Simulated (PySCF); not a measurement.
Molecule: C₄H₂F₄N₂Se, SMILES Fc1n[se]nc1CC(F)(F)F.

```xyz
13

F      1.2835     1.7861     0.7460
C      1.6157     0.5757     0.3495
N      2.7822     0.0884     0.5866
Se     2.8017    -1.5502    -0.1467
N      1.1105    -1.4022    -0.7495
C      0.6666    -0.2317    -0.3925
C     -0.7232     0.2211    -0.7049
C     -1.6939    -0.0632     0.4223
F     -2.9086     0.3974     0.1195
F     -1.8005    -1.3688     0.6608
F     -1.3067     0.5243     1.5589
H     -0.7440     1.3048    -0.8875
H     -1.0894    -0.2988    -1.5995
```

Simulated rotational absorption lines between 6 and 18 GHz at 2 K: rigid rotor with the equilibrium constants and dipole of one optimised conformer (PBE0-D3(BJ)/def2-SVP, PySCF), commonest isotopes; no centrifugal distortion, hyperfine structure, internal rotation or nuclear-spin weights; lines within 1 MHz of each other are summed.

What are the rotational constants, and what kind of rotor is it?

Answer. Rotational constants A, B, C = 1.727, 0.4562, 0.3951 GHz; Ray's κ = −0.91, a near-prolate asymmetric top.

Which dipole components drive the lines?

Answer.
|μa|, |μb|, |μc| = 0.97, 0.63, 1.62 D; c-type lines carry 66 % of the intensity in this range.

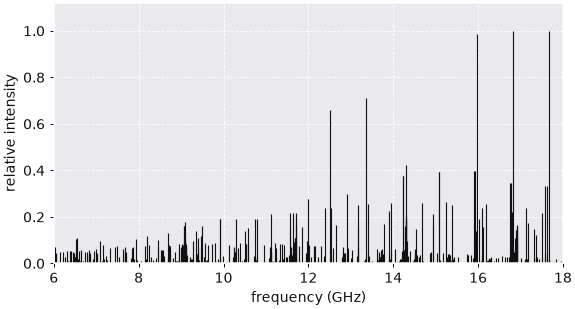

Note: coarse grid, loose stop and no frequency check, small forces are noise and the end may be a saddle.
